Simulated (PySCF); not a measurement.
SMILES F[SiH2][SiH2]Cl at its B3LYP/def2-SVP optimised geometry (Å):

```
8

Si     1.1849     0.0718     0.0000
F      1.7038    -1.4727    -0.1134
Si    -1.1698     0.0718     0.0000
Cl    -1.8397    -0.8876     1.7300
H      1.7175     0.6577     1.2611
H      1.7148     0.8286    -1.1711
H     -1.7175    -0.6432    -1.1863
H     -1.6818     1.4727     0.0000
```

Computed with B3LYP/def2-TZVP run with PySCF. Cells within 0.4 Å of a nucleus heavier than hydrogen are left out (blank, or x).

Map of the log10 of the electron density (e/bohr³), floored at −4 on the plane z = 0.0 Å:

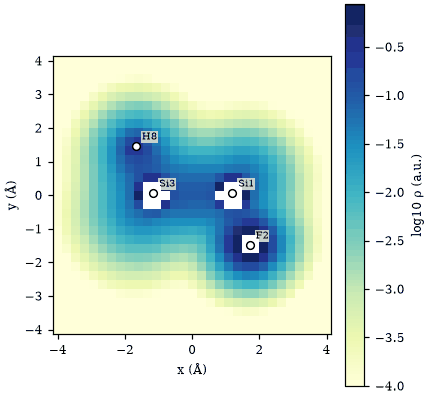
Figure. Log10 of the electron density (e/bohr³), floored at −4 on the plane z = 0.0 Å.
